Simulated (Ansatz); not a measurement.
**ClFH2HfO2: density, localisation and related maps**

Input

```
crystal:
  periodic: [false, false, false]
  atoms:
    - { symbol: Hf, position_ang: [0.0, 0.0, 0.0] }
    - { symbol: O, position_ang: [0.0, 0.0, 2.07] }
    - { symbol: H, position_ang: [-0.9095, -0.2814, 2.4071] }
    - { symbol: O, position_ang: [1.952, 0.0, -0.6893] }
    - { symbol: H, position_ang: [2.2684, -0.9521, -0.806] }
    - { symbol: F, position_ang: [-0.9326, 1.6157, -0.6593] }
    - { symbol: Cl, position_ang: [-1.1869, -2.0563, -0.8392] }
basis:
  gaussian: { orbitals: def2-SVP }
hamiltonian:
  xc: pbe0
relax:
  f_tol: 0.02
  max_steps: 40
output:
  orbitals: {}
```

Launched as:

```sh
ansatz run input.yaml --threads 2 --pin off --max-ram 3072MiB --backend cpu --events-out ev --progress --plain --runs-dir out
```

The fields are those of the run's last geometry, not of the input's.

Core potentials replace the inner electrons of Hf.

Theory: RKS PBE0/def2-SVP (Ansatz 0.2.0).

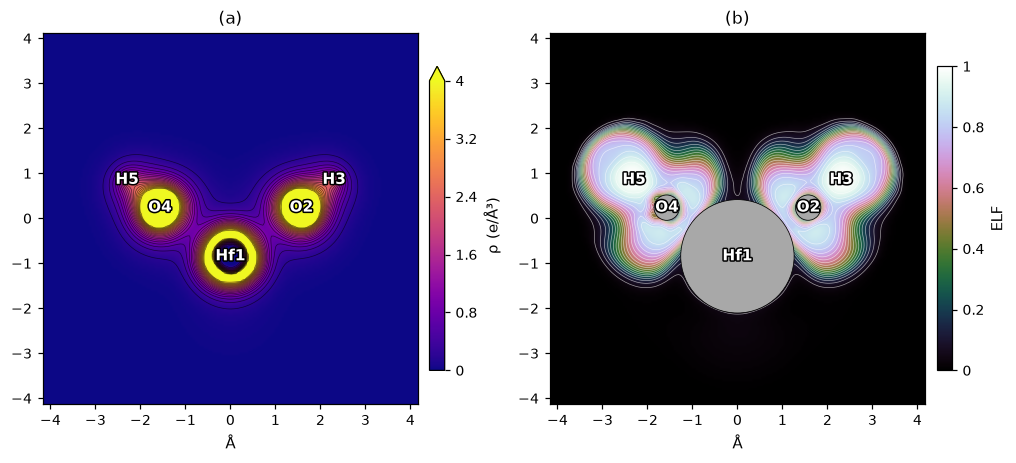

Figure 1. (a) electron density; (b) electron localisation function on the plane of atoms O2, Hf1 and O4. Grey discs cover the atomic cores in the ELF map.

What does the map show?

Atoms in the plane: Hf, O and H. Hf–O (1.91 Å): the density is about 0.88 e/Å³ at the midpoint; the ELF peaks at about 0.80 in the valence shell of O, 0.6 Å from its nucleus, and drops to about 0.15 between the two atoms. O–H (0.96 Å): the density is about 3.7 e/Å³ at the midpoint; the ELF climbs to about 1 towards the hydrogen, as it does in any bond to H (a covalent bond by its length).

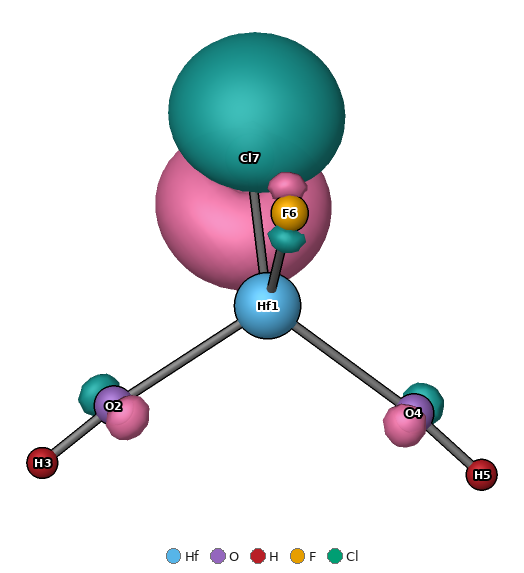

Figure 2. The HOMO−1 at ±0.2 Å⁻³ᐟ² (teal and pink are the two phases), seen at an oblique angle.

Where does this orbital lie, and at what energy?

It lies mainly on Cl7 (about 85 %); largely a lone pair of Cl7. Its energy is −8.97 eV.

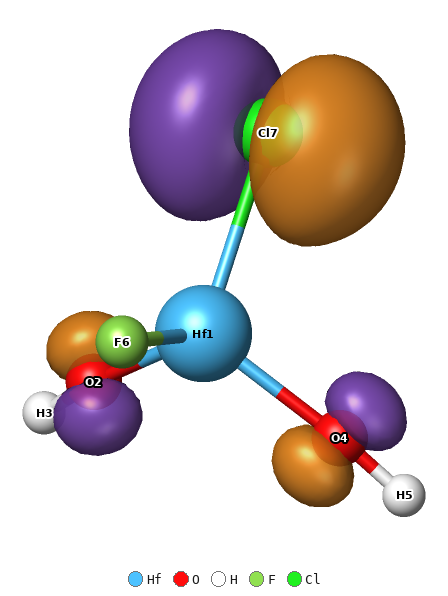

Figure 3. The HOMO at ±0.15 Å⁻³ᐟ² (orange and purple are the two phases), seen at a tilt.

Where does this orbital lie, and at what energy?

By Hirshfeld shares it lies mainly on Cl7 (about 75 %), O2 (about 5 %) and O4 (about 5 %); largely a lone pair of Cl7. Its energy is −8.88 eV.
